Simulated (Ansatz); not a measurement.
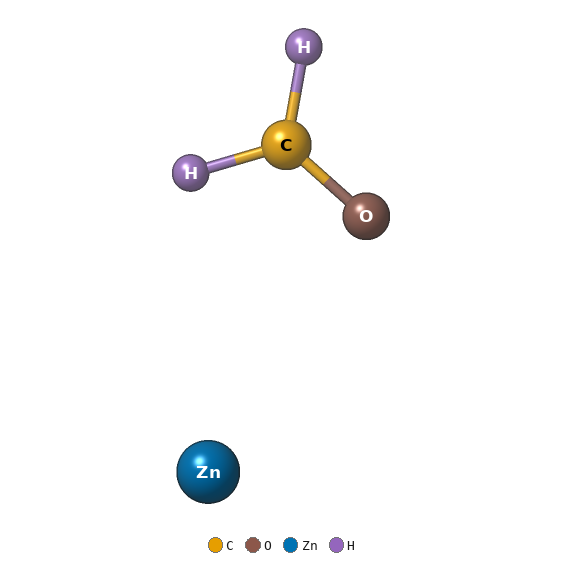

All atoms lie in one plane, which faces the viewer. The geometry was computed by an optimisation with PBE0-D4/def2-TZVP.

Question: List the symmetry elements and name the point group.

Answer: It has 1 mirror plane, so the point group is Cs. The group has 2 operations. The geometry is achiral, and symmetry allows a dipole moment.
